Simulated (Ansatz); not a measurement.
Molecular dynamics of AlNH$_{5}$F$_{3}$ (part 4 of 4)

The same run, continued: AlNH$_{5}$F$_{3}$; RKS r2SCAN-D4/def2-SVP (Ansatz 0.2.0). It belongs to a series of runs on one base structure; here: dynamics from the highest image of the converged band.

Geometry of the input (Å):
```
Al -0.5597  -0.6042  0.6715
H  1.2066  -0.9278  0.8884
F  -1.0272  -2.1420  0.2539
F  -0.9296  0.0609  2.1468
H  0.7143  0.8043  -0.8203
N  -0.6089  0.6254  -0.7273
H  1.4642  -0.3265  0.3420
F  1.7996  0.7107  -0.6262
H  -0.9906  0.2860  -1.6121
H  -1.0688  1.5132  -0.5167
```

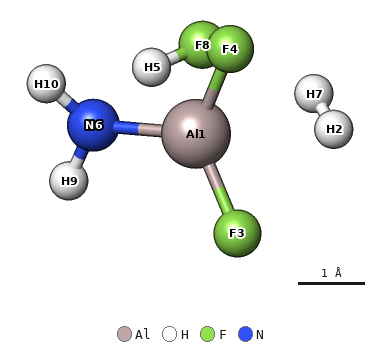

**Figure 1.** The geometry at step 163 of the log (ball-and-stick view, seen at a tilt; atoms are numbered from 1 in the order of the input).

### Trajectory as extended XYZ, continued
```
10
Properties=species:S:1:pos:R:3:forces:R:3 step=126 time_fs=63.0 energy=-16308.94065 temperature=112.0
Al   -0.6912   -0.5319    0.5355    0.0498   0.5464   0.6434
H     1.3981   -1.7461    0.9360   -0.0507   0.4488   0.1132
F    -0.9473   -2.1599    0.3108    0.0531   0.1612  -0.1141
F    -0.6600    0.0741    2.1173   -0.0273  -0.2811  -1.1148
H     0.9739    0.8437   -0.7570   -0.2760   0.0327  -0.1204
N    -0.9042    0.6312   -0.8523    0.7476  -1.2484   0.0387
H     1.6031   -1.0089    1.0666   -0.1236  -0.4443  -0.1402
F     1.8366    0.6807   -0.3926   -0.1505   0.0112   0.0554
H    -1.1043    0.3222   -1.8175    0.0070   0.2908   0.6892
H    -1.2080    1.5759   -0.6867   -0.2293   0.4826  -0.0504
10
Properties=species:S:1:pos:R:3:forces:R:3 step=130 time_fs=65.0 energy=-16308.95295 temperature=123.6
Al   -0.6910   -0.5316    0.5355    0.0292   0.3909   0.6795
H     1.4154   -1.7340    0.9476   -0.1202   0.1770   0.0655
F    -0.9515   -2.1611    0.3051    0.0921   0.2641  -0.0787
F    -0.6516    0.0797    2.1123   -0.0362  -0.2827  -1.0560
H     0.9593    0.8410   -0.7391   -0.0400   0.0053  -0.0473
N    -0.9079    0.6231   -0.8493    0.6306   0.2181   1.1495
H     1.6228   -1.0034    1.0600   -0.0661  -0.1934  -0.0915
F     1.8336    0.6800   -0.3853   -0.3959   0.0551  -0.0374
H    -1.0838    0.3287   -1.7932   -0.2065  -0.1875  -0.5334
H    -1.2278    1.5899   -0.7105    0.1131  -0.4469  -0.0503
10
Properties=species:S:1:pos:R:3:forces:R:3 step=135 time_fs=67.5 energy=-16308.95309 temperature=124.0
Al   -0.6907   -0.5304    0.5368    0.0106   0.1026   0.6447
H     1.4290   -1.7142    0.9651   -0.3032  -0.4825  -0.0134
F    -0.9565   -2.1620    0.2977    0.1380   0.3906  -0.0319
F    -0.6412    0.0859    2.1030   -0.0443  -0.2416  -0.8665
H     0.9404    0.8377   -0.7188    0.2524  -0.0290   0.0386
N    -0.9102    0.6139   -0.8413    0.4770   0.6525   0.8414
H     1.6453   -1.0022    1.0475    0.1081   0.4402  -0.0116
F     1.8288    0.6792   -0.3763   -0.6989   0.1059  -0.1444
H    -1.0685    0.3267   -1.7897   -0.1579  -0.3398  -0.5799
H    -1.2466    1.5845   -0.7419    0.2183  -0.5989   0.1228
10
Properties=species:S:1:pos:R:3:forces:R:3 step=140 time_fs=70.0 energy=-16308.95878 temperature=129.5
Al   -0.6903   -0.5290    0.5396    0.0048  -0.2402   0.4919
H     1.4273   -1.7143    0.9827   -0.0478   0.2783   0.0611
F    -0.9610   -2.1616    0.2902    0.1657   0.4749   0.0124
F    -0.6309    0.0913    2.0911   -0.0509  -0.1478  -0.5466
H     0.9337    0.8332   -0.6972    0.0381   0.0337  -0.0761
N    -0.9104    0.6067   -0.8303    0.5318  -0.6347  -0.9814
H     1.6714   -0.9836    1.0333   -0.1599  -0.3413  -0.0890
F     1.8218    0.6788   -0.3678   -0.4533   0.0738  -0.0540
H    -1.0615    0.3070   -1.8128    0.1076   0.0036   0.8649
H    -1.2548    1.5502   -0.7659   -0.1362   0.4997   0.3168
10
Properties=species:S:1:pos:R:3:forces:R:3 step=144 time_fs=72.0 energy=-16308.96447 temperature=135.0
Al   -0.6901   -0.5282    0.5426    0.0017  -0.4830   0.3011
H     1.4224   -1.7070    0.9990    0.0070   0.3571   0.0484
F    -0.9643   -2.1602    0.2842    0.1804   0.5033   0.0457
F    -0.6228    0.0953    2.0802   -0.0505  -0.0446  -0.2222
H     0.9308    0.8308   -0.6829   -0.2167   0.0913  -0.1882
N    -0.9089    0.5996   -0.8238    0.5229  -0.5680  -1.0466
H     1.6870   -0.9787    1.0187   -0.2178  -0.4361  -0.0766
F     1.8152    0.6787   -0.3610   -0.1678   0.0346   0.0441
H    -1.0527    0.2895   -1.8018    0.0923  -0.0123   0.7667
H    -1.2652    1.5381   -0.7723   -0.1515   0.5577   0.3276
10
Properties=species:S:1:pos:R:3:forces:R:3 step=149 time_fs=74.5 energy=-16308.97571 temperature=145.8
Al   -0.6897   -0.5283    0.5469    0.0258  -0.7132   0.0305
H     1.4144   -1.6850    1.0219   -0.2723  -0.4436   0.0486
F    -0.9679   -2.1571    0.2769    0.1845   0.4792   0.0779
F    -0.6128    0.1002    2.0661   -0.0468   0.1045   0.2251
H     0.9171    0.8324   -0.6744   -0.0649   0.0545  -0.1308
N    -0.9052    0.5892   -0.8191    0.3382   0.9752   0.3869
H     1.6970   -0.9899    0.9962    0.0671   0.3471  -0.0753
F     1.8063    0.6786   -0.3525   -0.3140   0.0674  -0.0158
H    -1.0383    0.2645   -1.7566   -0.1598  -0.3764  -0.7312
H    -1.2835    1.5452   -0.7637    0.2421  -0.4945   0.1843
10
Properties=species:S:1:pos:R:3:forces:R:3 step=153 time_fs=76.5 energy=-16308.98191 temperature=151.7
Al   -0.6894   -0.5294    0.5504    0.0860  -0.8423  -0.1860
H     1.3984   -1.6808    1.0422   -0.1421  -0.1658   0.0393
F    -0.9703   -2.1535    0.2712    0.1633   0.3961   0.0889
F    -0.6049    0.1044    2.0553   -0.0485   0.2293   0.5806
H     0.9028    0.8361   -0.6734    0.1922  -0.0185  -0.0168
N    -0.9010    0.5834   -0.8148    0.3557   0.9954   0.3735
H     1.7057   -0.9895    0.9751   -0.0617   0.0635  -0.0703
F     1.7985    0.6787   -0.3458   -0.5759   0.1255  -0.1241
H    -1.0324    0.2309   -1.7433   -0.2098  -0.2320  -0.7205
H    -1.2898    1.5353   -0.7484    0.2409  -0.5512   0.0355
10
Properties=species:S:1:pos:R:3:forces:R:3 step=158 time_fs=79.0 energy=-16308.97463 temperature=144.9
Al   -0.6888   -0.5325    0.5545    0.1695  -0.8769  -0.4284
H     1.3727   -1.6806    1.0689    0.1580   0.4068  -0.0666
F    -0.9729   -2.1478    0.2643    0.1160   0.2071   0.0869
F    -0.5952    0.1102    2.0434   -0.0507   0.3591   0.9538
H     0.8945    0.8397   -0.6732    0.1462  -0.0405  -0.0065
N    -0.8944    0.5791   -0.8086    0.6195  -0.6513  -1.0415
H     1.7114   -0.9894    0.9456   -0.3581  -0.5091   0.0287
F     1.7872    0.6791   -0.3376   -0.5090   0.1308  -0.1251
H    -1.0350    0.1810   -1.7551   -0.0634   0.4924   0.6701
H    -1.2880    1.5004   -0.7276   -0.2280   0.4816  -0.0713
10
Properties=species:S:1:pos:R:3:forces:R:3 step=163 time_fs=81.5 energy=-16308.98211 temperature=151.9
Al   -0.6878   -0.5376    0.5576    0.2393  -0.7049  -0.5461
H     1.3531   -1.6632    1.0929   -0.1432  -0.2488   0.0502
F    -0.9751   -2.1416    0.2577    0.0598  -0.0602   0.0736
F    -0.5857    0.1172    2.0346   -0.0511   0.4200   1.1656
H     0.8935    0.8413   -0.6741   -0.1684   0.0026  -0.1113
N    -0.8852    0.5727   -0.8063    0.5618  -0.4771  -0.7951
H     1.6991   -1.0127    0.9167   -0.0386   0.1459  -0.0859
F     1.7743    0.6800   -0.3299   -0.1540   0.0723  -0.0107
H    -1.0425    0.1566   -1.7360   -0.1131   0.4983   0.4168
H    -1.2969    1.4878   -0.7109   -0.1926   0.3520  -0.1571
10
Properties=species:S:1:pos:R:3:forces:R:3 step=167 time_fs=83.5 energy=-16308.98322 temperature=153.1
Al   -0.6867   -0.5427    0.5592    0.3299  -0.4564  -0.4890
H     1.3330   -1.6561    1.1136   -0.2068  -0.3813   0.0970
F    -0.9768   -2.1367    0.2526   -0.0047  -0.3131   0.0499
F    -0.5782    0.1237    2.0301   -0.0656   0.4121   1.1891
H     0.8870    0.8424   -0.6790   -0.2087  -0.0089  -0.1099
N    -0.8761    0.5662   -0.8069    0.3196   0.9216   0.4057
H     1.6857   -1.0290    0.8905    0.0396   0.2872  -0.1355
F     1.7636    0.6808   -0.3237   -0.0946   0.0622   0.0005
H    -1.0536    0.1575   -1.7038   -0.3182  -0.0387  -0.7973
H    -1.3120    1.4924   -0.7041    0.2094  -0.4845  -0.2103
10
Properties=species:S:1:pos:R:3:forces:R:3 step=172 time_fs=86.0 energy=-16309.00216 temperature=171.3
Al   -0.6845   -0.5501    0.5602    0.4905  -0.0896  -0.2681
H     1.3002   -1.6618    1.1423    0.1971   0.3042  -0.2070
F    -0.9788   -2.1316    0.2464   -0.1069  -0.6380   0.0073
F    -0.5690    0.1330    2.0279   -0.1053   0.3339   1.0511
H     0.8695    0.8428   -0.6901    0.0534  -0.0900   0.0335
N    -0.8634    0.5614   -0.8063    0.1802   0.8285  -0.0174
H     1.6678   -1.0395    0.8528   -0.3498  -0.3705   0.1549
F     1.7498    0.6821   -0.3161   -0.3556   0.1023  -0.1228
H    -1.0837    0.1577   -1.7024   -0.2078  -0.0425  -0.5437
H    -1.3206    1.4750   -0.7060    0.2041  -0.3384  -0.0878
10
Properties=species:S:1:pos:R:3:forces:R:3 step=177 time_fs=88.5 energy=-16309.00498 temperature=174.2
Al   -0.6813   -0.5576    0.5607    0.6150   0.3163   0.0015
H     1.2758   -1.6552    1.1610    0.0228   0.0022  -0.0935
F    -0.9813   -2.1284    0.2401   -0.1923  -0.9055  -0.0253
F    -0.5601    0.1433    2.0290   -0.1471   0.1863   0.7808
H     0.8544    0.8381   -0.6997    0.1602  -0.1102   0.0977
N    -0.8500    0.5596   -0.8063    0.0931  -0.5577  -1.5703
H     1.6324   -1.0664    0.8220   -0.1473  -0.0440   0.0359
F     1.7349    0.6837   -0.3088   -0.4510   0.0916  -0.1736
H    -1.1241    0.1575   -1.7279    0.2701   0.3665   0.8003
H    -1.3194    1.4422   -0.7126   -0.2235   0.6544   0.1464
10
Properties=species:S:1:pos:R:3:forces:R:3 step=181 time_fs=90.5 energy=-16309.01551 temperature=184.3
Al   -0.6777   -0.5632    0.5611    0.6729   0.6286   0.2022
H     1.2578   -1.6487    1.1717   -0.2320  -0.4110   0.1621
F    -0.9836   -2.1279    0.2351   -0.2437  -1.0335  -0.0347
F    -0.5533    0.1521    2.0317   -0.1809   0.0450   0.5215
H     0.8483    0.8298   -0.7036   -0.0069  -0.0543   0.0131
N    -0.8390    0.5571   -0.8105   -0.1717  -0.1672  -1.3561
H     1.5970   -1.0911    0.7991    0.1373   0.3866  -0.2203
F     1.7220    0.6851   -0.3033   -0.2467   0.0304  -0.0855
H    -1.1472    0.1705   -1.7212    0.3058   0.1538   0.5746
H    -1.3251    1.4380   -0.7126   -0.0340   0.4215   0.2231
10
Properties=species:S:1:pos:R:3:forces:R:3 step=186 time_fs=93.0 energy=-16309.01794 temperature=186.7
Al   -0.6719   -0.5688    0.5620    0.7355   0.8835   0.3895
H     1.2260   -1.6574    1.1903    0.0768   0.1255  -0.2280
F    -0.9873   -2.1302    0.2287   -0.2975  -1.0386  -0.0245
F    -0.5454    0.1631    2.0365   -0.2325  -0.1188   0.2053
H     0.8393    0.8169   -0.7083   -0.2217   0.0150  -0.1070
N    -0.8260    0.5539   -0.8203   -0.3196   1.2194   0.2127
H     1.5573   -1.1061    0.7621   -0.1355  -0.1134   0.1597
F     1.7053    0.6870   -0.2967    0.0217  -0.0424   0.0382
H    -1.1628    0.1913   -1.6909   -0.1323  -0.4810  -0.8139
H    -1.3308    1.4499   -0.7011    0.5052  -0.4492   0.1680
10
Properties=species:S:1:pos:R:3:forces:R:3 step=191 time_fs=95.5 energy=-16309.04275 temperature=210.4
Al   -0.6645   -0.5725    0.5637    0.7665   0.9124   0.4451
H     1.1969   -1.6617    1.1972    0.1019   0.1982  -0.3135
F    -0.9919   -2.1358    0.2223   -0.3095  -0.8425   0.0225
F    -0.5382    0.1737    2.0419   -0.2795  -0.2565  -0.0612
H     0.8191    0.8044   -0.7185   -0.0595   0.0116  -0.0367
N    -0.8142    0.5552   -0.8300   -0.3085   0.5600  -0.0285
H     1.5113   -1.1249    0.7327   -0.1133  -0.1534   0.2386
F     1.6885    0.6888   -0.2901   -0.1212  -0.0613  -0.0225
H    -1.1829    0.1883   -1.6985    0.0162  -0.2443  -0.3551
H    -1.3102    1.4413   -0.6796    0.3068  -0.1242   0.1114
10
Properties=species:S:1:pos:R:3:forces:R:3 step=195 time_fs=97.5 energy=-16309.04201 temperature=210.0
Al   -0.6573   -0.5741    0.5658    0.7456   0.7957   0.3853
H     1.1774   -1.6577    1.1905   -0.1825  -0.2826   0.1112
F    -0.9962   -2.1422    0.2171   -0.2816  -0.5626   0.0882
F    -0.5331    0.1816    2.0462   -0.3062  -0.3426  -0.2234
H     0.7999    0.7949   -0.7284    0.1466  -0.0033   0.0664
N    -0.8058    0.5580   -0.8377   -0.2614  -0.7635  -0.8949
H     1.4701   -1.1455    0.7183    0.2191   0.3409  -0.1840
F     1.6748    0.6901   -0.2848   -0.3224  -0.0703  -0.1137
H    -1.1986    0.1748   -1.7213    0.3958   0.2930   0.6712
H    -1.2803    1.4287   -0.6573   -0.1529   0.5952   0.0936
10
Properties=species:S:1:pos:R:3:forces:R:3 step=200 time_fs=100.0 energy=-16309.05288 temperature=220.2
Al   -0.6468   -0.5744    0.5691    0.6753   0.5358   0.2206
H     1.1447   -1.6655    1.1859   -0.0674  -0.0734  -0.0820
F    -1.0025   -2.1517    0.2110   -0.2316  -0.1350   0.1890
F    -0.5276    0.1906    2.0509   -0.3326  -0.4040  -0.3519
H     0.7832    0.7831   -0.7374    0.1458   0.0112   0.0603
N    -0.7962    0.5589   -0.8505   -0.2045  -0.5262  -0.1846
H     1.4292   -1.1554    0.6925    0.1633   0.1554   0.0072
F     1.6568    0.6915   -0.2785   -0.2822  -0.1063  -0.0912
H    -1.1991    0.1725   -1.7178    0.1880   0.3219   0.3925
H    -1.2493    1.4409   -0.6258   -0.0540   0.2206  -0.1599
```

### Results in brief

| quantity | value |
| --- | --- |
| outcome | finished |
| mean temperature over the second half | 156 K |
| trajectory | 200 steps, 100 fs |
| ensemble | nve |
| temperature in the input | 300.0 K |
| time step | 0.5 fs |
| potential energy (last step) | −16309.0529 eV |
| mean-field energy (last step) | −16309.0142 eV |
| largest force (length of the vector) (last step) | 0.890 eV/Å |
| hardware | 2 threads of Intel Xeon (Granite Rapids), 16 GiB of memory available, shared host |
| wall time | 4.3 min (CPU time 8.4 min) |
| peak memory | 0.18 GiB |

So short a trajectory is not equilibrated.
